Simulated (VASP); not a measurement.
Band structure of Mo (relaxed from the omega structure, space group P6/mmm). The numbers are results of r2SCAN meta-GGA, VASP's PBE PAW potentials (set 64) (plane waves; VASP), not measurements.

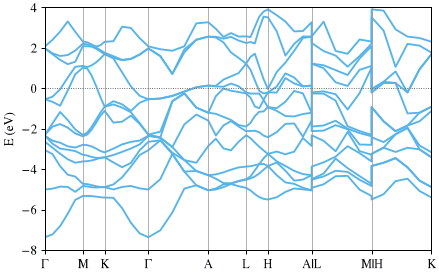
Figure. Bands along high-symmetry lines, zero at the valence-band maximum or, without a gap, the Fermi level

Task: Read the plot: is there a gap, and where are the band edges?

Result: It has no gap at this level: it comes out as a metal or semimetal.

The structure was generated: Mo was put into the omega type (P6/mmm), which need not be its known phase. It was relaxed first.
